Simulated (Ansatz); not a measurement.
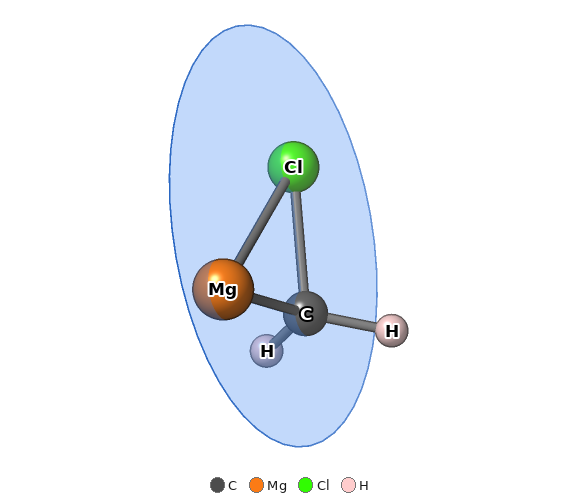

All proper rotation axes (lines) and mirror planes (discs) of the structure are drawn in. Atoms fade into the background with distance from the viewer. Charge 0, doublet. The computed structure is the end point of a PBE0-D4/def2-TZVP optimisation. No frequency run is at hand to confirm it as a minimum.

**Name the symmetry elements and the point group.**

It has 1 mirror plane. Point group Cs. The group has 2 operations. The geometry is achiral, and symmetry allows a dipole moment.
